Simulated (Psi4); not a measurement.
**CH2BF (SMILES B[C]F) at UB2PLYP/cc-pVTZ (density fitting, density fitting for correlation, sweep point 3)**

Aim: the vertical ionisation energy of CH2BF at UB2PLYP/cc-pVTZ (density fitting, density fitting for correlation, sweep point 3), from 2 runs. 

Program for the calculation: Psi4 1.11.

**1. The system as given**

CH2BF has 5 atoms, charge 0, and is taken as a triplet. SMILES: `B[C]F`. The shape is that of a GFN2-xTB optimisation.

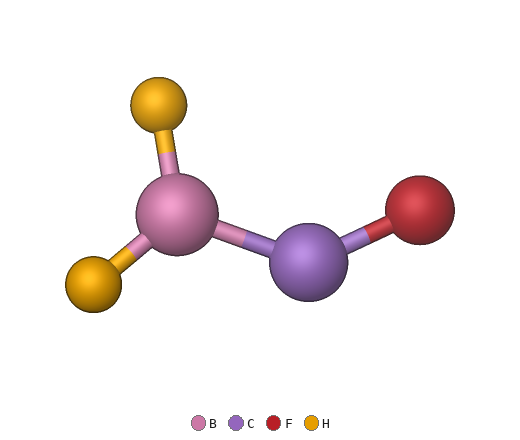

The structure, seen from a chosen angle (boron pink, carbon purple, fluorine red, hydrogen amber).

**2. A single-point energy at UB2PLYP/cc-pVTZ (density fitting, density fitting for correlation, sweep point 3)**

job.in

```
memory 1600 MB

molecule {
  0 3
  B     -0.505570    -0.250120    -0.120900
  C      0.899880     0.179790    -0.245440
  F      1.716060     0.896670     0.490070
  H     -0.994750    -0.904870    -0.953460
  H     -1.115610     0.078530     0.829720
  symmetry c1
}

set {
  basis                cc-pVTZ
  reference            uks
  puream               true
  scf_type             df
  dft_radial_points    99
  dft_spherical_points 590
  num_frozen_docc      0
  maxiter              150
}

energy('b2plyp')
```

Started as:

```sh
$ psi4 -i job.in -o job.out -n 1
```

job.out:

```text
[...]
  Running in c1 symmetry.
[...]
  Nuclear repulsion =   52.288590755572180
[...]
  Multiplicity = 3
[...]
  Nalpha       = 12
  Nbeta        = 10
[...]
    Number of basis functions: 118
[...]
   @DF-UKS iter   1:  -163.56933369580824   -6.79253e-01   2.82410e-03 ADIIS/DIIS
[...]
   @DF-UKS iter   9:  -163.64738427423518   -1.32487e-07   6.32432e-07 DIIS
[...]
   @S^2 Observed:                2.006837645E+00
[...]
    Orbital Energies [Eh]
    ---------------------
    Alpha Occupied:
       1A    -25.426451     2A    -10.742668     3A     -7.116539
       4A     -1.453892     5A     -0.825112     6A     -0.674176
       7A     -0.621076     8A     -0.615644     9A     -0.512348
      10A     -0.443227    11A     -0.331754    12A     -0.331471
    Alpha Virtual:
      13A      0.031111    14A      0.115947    15A      0.148698
      16A      0.164225    17A      0.183170    18A      0.211973
      19A      0.240318    20A      0.282360    21A      0.360243
      22A      0.379322    23A      0.407729    24A      0.411023
      25A      0.452715    26A      0.482918    27A      0.562415
[...]
  @DF-UKS Final Energy:  -163.64738427423518
   => Energetics <=
    Nuclear Repulsion Energy =             52.2885907555721801
    One-Electron Energy =                -327.5552470997228056
    Two-Electron Energy =                 121.4920754389315505
    DFT Exchange-Correlation Energy =      -9.8728033690160704
    Empirical Dispersion Energy =           0.0000000000000000
    VV10 Nonlocal Energy =                  0.0000000000000000
    Total Energy =                       -163.6473842742351792
[...]
 Multipole Moments:
 ------------------------------------------------------------------------------------
     Multipole            Electronic (a.u.)      Nuclear  (a.u.)        Total (a.u.)
 ------------------------------------------------------------------------------------
 L = 1.  Multiply by 2.5417464519 to convert [e a0] to [Debye]
 Dipole X            :          3.0257906           -3.0972092           -0.0714186
 Dipole Y            :          1.3244702           -1.3741937           -0.0497234
 Dipole Z            :          0.4183338           -0.4605538           -0.0422200
 Magnitude           :                                                    0.0967242
[...]
```

It took 19 s on 1 thread of Intel Xeon Platinum 8259CL at 2.50GHz (Skylake/Cascade Lake), shared host; peak memory 1.1 GiB.

**3. The doublet cation at the same level**

input.inp

```
memory 1600 mb

molecule molecule1 {
  1 2
  B     -0.505570    -0.250120    -0.120900
  C      0.899880     0.179790    -0.245440
  F      1.716060     0.896670     0.490070
  H     -0.994750    -0.904870    -0.953460
  H     -1.115610     0.078530     0.829720
  units angstrom
  symmetry c1
}

set basis cc-pVTZ
set reference uks
set puream true
set scf_type df
set dft_radial_points 99
set dft_spherical_points 590
set num_frozen_docc 0
set maxiter 150

result = energy('b2plyp')
print_variables()
```

Started as:

```sh
$ psi4 input.inp input.out -n 1
```

input.out:

```text
[...]
  Running in c1 symmetry.
[...]
  Nuclear repulsion =   52.288590755572180
[...]
  Multiplicity = 2
[...]
  Nalpha       = 11
  Nbeta        = 10
[...]
    Number of basis functions: 118
[...]
   @DF-UKS iter   1:  -163.14666948698289   -2.56588e-01   3.42345e-03 DIIS/ADIIS
[...]
   @DF-UKS iter  12:  -163.27116271911956   -1.39451e-07   7.83988e-07 DIIS
[...]
   @S^2 Observed:                7.645334169E-01
[...]
    Orbital Energies [Eh]
    ---------------------
    Alpha Occupied:
       1A    -25.763846     2A    -11.141880     3A     -7.421307
       4A     -1.767166     5A     -1.133169     6A     -0.974468
       7A     -0.936318     8A     -0.901953     9A     -0.773483
      10A     -0.699757    11A     -0.662317
    Alpha Virtual:
      12A     -0.417712    13A     -0.227203    14A     -0.129494
      15A     -0.076951    16A     -0.035521    17A     -0.019008
      18A      0.009655    19A      0.023900    20A      0.065573
      21A      0.104235    22A      0.132845    23A      0.162520
      24A      0.173017    25A      0.201585    26A      0.264516
[...]
  @DF-UKS Final Energy:  -163.27116271911956
   => Energetics <=
    Nuclear Repulsion Energy =             52.2885907555721801
    One-Electron Energy =                -320.6138388331455644
    Two-Electron Energy =                 114.7361553133691956
    DFT Exchange-Correlation Energy =      -9.6820699549153293
    Empirical Dispersion Energy =           0.0000000000000000
    VV10 Nonlocal Energy =                  0.0000000000000000
    Total Energy =                       -163.2711627191195589
[...]
 Multipole Moments:
 ------------------------------------------------------------------------------------
     Multipole            Electronic (a.u.)      Nuclear  (a.u.)        Total (a.u.)
 ------------------------------------------------------------------------------------
 L = 1.  Multiply by 2.5417464519 to convert [e a0] to [Debye]
 Dipole X            :          2.3080184           -3.0972092           -0.7891908
 Dipole Y            :          0.8189125           -1.3741937           -0.5552811
 Dipole Z            :         -0.0158478           -0.4605538           -0.4764016
 Magnitude           :                                                    1.0761588
[...]
```

It took 24 s on 1 thread of Intel Xeon Platinum 8259CL at 2.50GHz (Skylake/Cascade Lake), shared host; peak memory 1.1 GiB.

**4. Results**

At UB2PLYP/cc-pVTZ (density fitting, density fitting for correlation, sweep point 3):

| quantity | value |
| --- | --- |
| triplet CH2BF: total energy | -163.80825 Eh |
| triplet CH2BF: HOMO energy (SCF part's orbitals) (highest over α and β) | -9.02 eV |
| triplet CH2BF: LUMO energy (SCF part's orbitals) (lowest over α and β) | -1.99 eV |
| triplet CH2BF: ⟨S²⟩ | 2.007 |
| doublet cation: total energy | -163.43584 Eh |
| doublet cation: HOMO energy (SCF part's orbitals) (highest over α and β) | -18.02 eV |
| doublet cation: LUMO energy (SCF part's orbitals) (lowest over α and β) | -11.37 eV |
| doublet cation: ⟨S²⟩ | 0.765 |
| vertical ionisation energy (to the doublet cation) | 10.134 eV |

The vertical ionisation energy comes to 10.13 eV (234 kcal/mol).
